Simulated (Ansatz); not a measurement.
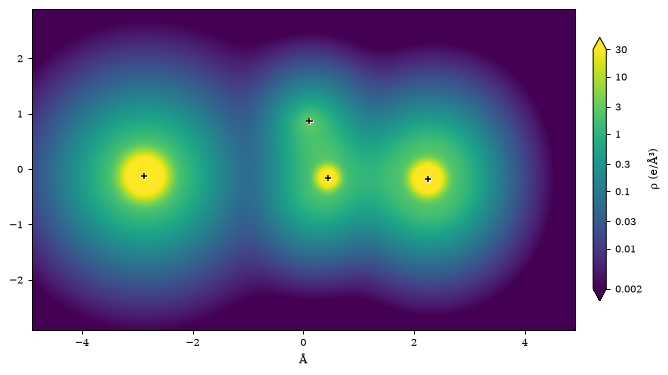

The total electron density on a plane through atoms (crosses mark nuclei in the plane).

Computed with Ansatz 0.2.0, RKS PBE0-D4/def2-TZVPPD.

Candidates:
A. H2···CH3Cl
B. CH3Cl···Br (charge −1)

Which candidate gave the map?

Answer. Candidate B: CH3Cl···Br on the plane of atoms Cl1, C2 and H6, which holds Cl, C, Br and H. C2···Br3 (3.32 Å): the density falls to about 0.06 e/Å³ on the way (a non-bonded, intermolecular contact). Br3···H6 (3.15 Å): the density falls to about 0.05 e/Å³ on the way (a non-bonded, intermolecular contact).
